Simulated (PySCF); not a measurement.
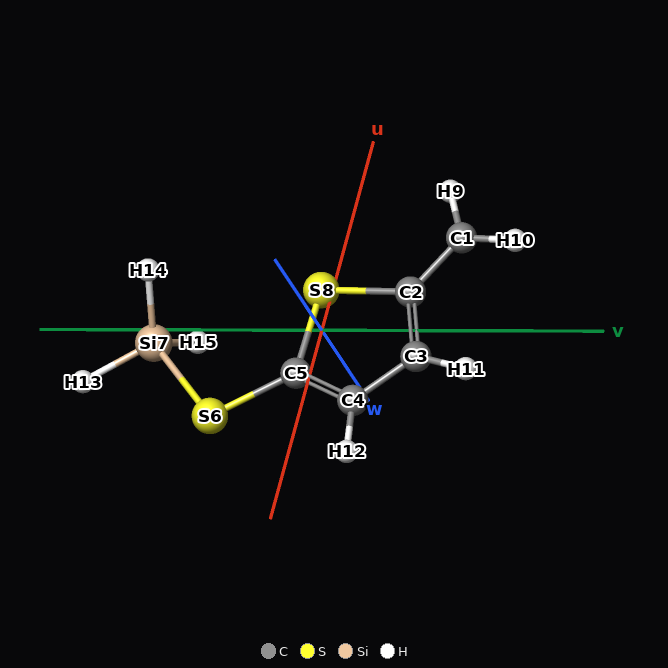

The lines u, v and w are the principal axes of the g tensor. State: neutral, doublet. The computed structure is the end point of a GFN2-xTB optimisation. No frequency run is at hand to confirm it as a minimum. Properties computed with UKS B3LYP, pcH-1 on C H S Si, non-relativistic, mean-field spin-orbit, GIAO (PySCF 2.14.0).

Question: Along which axis does g lie farthest from the free-electron value?

Answer: Along v (nearly parallel to the C2–S8 bond): the shift is 3913 ppm.

Give the principal values and shifts.

```
axis        g  shift (ppm)
   u  2.00342         1105
   v  2.00623         3913
   w  2.00199         −332
```

The geometry is semi-empirical. Around Si such bond lengths and angles can be off by a tenth of an ångström or more and by several degrees, and values that hang on the shape move with them.
